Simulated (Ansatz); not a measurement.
# What a change does: single-point calculation on C3H10OSi

System: C3H10OSi, SMILES CC(C)O[SiH3].
Method of run 1: RKS SPW92/def2-TZVPP (Ansatz 0.2.0).

The geometry comes from this level: PBE0-D4/def2-TZVP. Text and figures count atoms from 1; the logs count them from 0 in places.

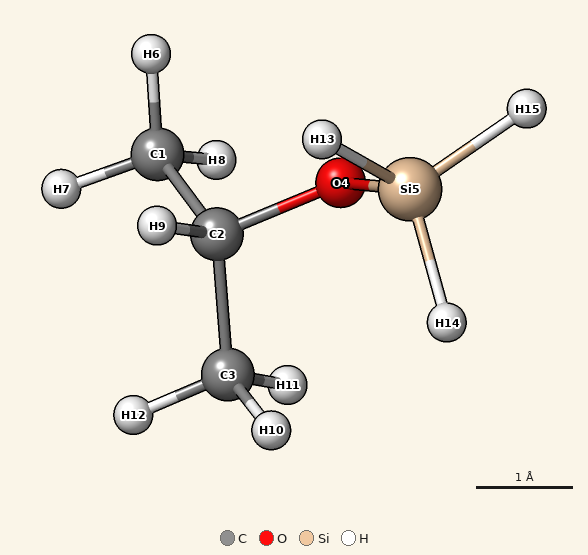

Fig. 1: The structure as given in the input (ball-and-stick view, seen at a tilt; atoms are numbered from 1 in the order of the input).

**Input file, run 1**
```yaml
crystal:
  periodic: [false, false, false]
  atoms:
    - {symbol: C, position_ang: [-0.467656, -0.753061, 1.661455]}
    - {symbol: C, position_ang: [0.178240, -0.265027, 0.384107]}
    - {symbol: C, position_ang: [0.413378, -1.385345, -0.609185]}
    - {symbol: O, position_ang: [-0.676702, 0.720751, -0.184750]}
    - {symbol: Si, position_ang: [-0.145611, 1.974954, -1.097995]}
    - {symbol: H, position_ang: [-0.623436, 0.075704, 2.353900]}
    - {symbol: H, position_ang: [0.159908, -1.502139, 2.149546]}
    - {symbol: H, position_ang: [-1.438482, -1.203118, 1.440161]}
    - {symbol: H, position_ang: [1.144298, 0.200814, 0.632628]}
    - {symbol: H, position_ang: [0.876416, -1.010724, -1.524650]}
    - {symbol: H, position_ang: [-0.536654, -1.856125, -0.873370]}
    - {symbol: H, position_ang: [1.071170, -2.146134, -0.182529]}
    - {symbol: H, position_ang: [0.945611, 2.704968, -0.391770]}
    - {symbol: H, position_ang: [0.388549, 1.530000, -2.416252]}
    - {symbol: H, position_ang: [-1.310929, 2.863882, -1.311997]}
basis:
  gaussian: {orbitals: def2-TZVPP}
hamiltonian: {xc: lda}
output: {orbitals: {seedname: orbitals}}
```

Hardware: 4 CPU threads, shared host.

**Output (run 1)**
```
Functional definition: SPW92
  exchange = slater_x
  correlation = pw_c
1569 factors; their error is unknown
mean field evaluation 1: about -13107.1913 eV, gradient 8.8e1 eV
mean field evaluation 2: about -13053.4456 eV, gradient 1.8e2 eV
mean field evaluation 4: about -13123.9326 eV, gradient 1.7e1 eV
mean field evaluation 8: about -13124.4231 eV, gradient 3.5e-1 eV
mean field evaluation 16: about -13124.3773 eV, gradient 5.1e-4 eV
mean field -13124.37732602 eV, -482.3119707087 hartree, gradient 8.5e-5 eV, S^2 0.000000; 0 other end points of the search recorded, 0 dependent functions left out
reference -13124.37737331 eV, -482.3119724465 hartree; 25, 25 occupied and 281, 281 virtual orbitals, 1569 factors
Total energy: -13124.37737331 eV, -482.3119724465 hartree
```

For run 2 the input was changed thus:
```diff
-hamiltonian: {xc: lda}
+hamiltonian: {xc: {name: wB97X-V}}
```

Predict how the results change.

The total energies belong to different methods, so their difference says nothing on which is more stable or more accurate. The HOMO goes from −6.67 to −10.48 eV. The LUMO goes from −0.74 to 2.37 eV.

**Output (run 2)**
```
Functional definition: wB97X-V
  parameter omega = 0.3/bohr
  parameter cx = 0.167
  parameter cx1 = 0.603
  parameter cx2 = 1.194
  parameter css0 = 0.556
  parameter css1 = -0.257
  parameter cos0 = 1.219
  parameter cos1 = -1.850
  parameter b = 6.0
  parameter c = 0.01
  exchange = spin_sum(e_x_unif_sr(omega)*poly(b97_u_x, 1 - cx, cx1, cx2)) + cx*exact_x_sr(omega) + exact_x_lr(omega)
  correlation = spin_sum(e_c_pw_same_spin*poly(b97_u_same, css0, css1))
      + integral(e_c_pw_opposite_spin*poly(b97_u_opposite, cos0, cos1)) + vv10(b, c)
1572 factors; their error is unknown
406 factors; integrals over basis functions are off by at most 1.2e-5 eV
mean field evaluation 1: about -13193.8778 eV, gradient 5.3e1 eV
mean field evaluation 2: about -13194.9788 eV, gradient 5.1e1 eV
mean field evaluation 4: about -13199.4265 eV, gradient 2.2e0 eV
mean field evaluation 8: about -13199.4529 eV, gradient 1.3e-1 eV
mean field evaluation 16: about -13199.4362 eV, gradient 8.2e-5 eV
mean field -13199.43622597 eV, -485.0703344052 hartree, gradient 3.1e-5 eV, S^2 0.000000; 0 other end points of the search recorded, 0 dependent functions left out
reference -13199.43622353 eV, -485.0703343155 hartree; 25, 25 occupied and 281, 281 virtual orbitals, 1572 factors
Total energy: -13199.43622353 eV, -485.0703343155 hartree
```

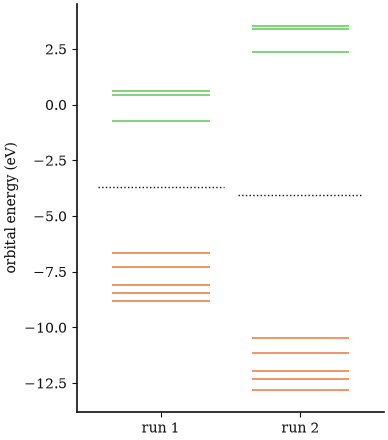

Fig. 2: The five highest filled and three lowest empty orbital energies of the two runs; the dotted lines part filled from empty levels. The HOMO–LUMO gap is 5.93 eV in run 1 and 12.86 eV in run 2.

**The two runs side by side**

| quantity | run 1 | run 2 |
| --- | --- | --- |
| outcome | converged | converged |
| total energy (hartree) | −482.311972 | −485.070334 |
| HOMO (eV) | −6.67 | −10.48 |
| LUMO (eV) | −0.74 | 2.37 |
| basis functions | 306 | 306 |
| wall time (shared host) | 1.8 s | 11 s |
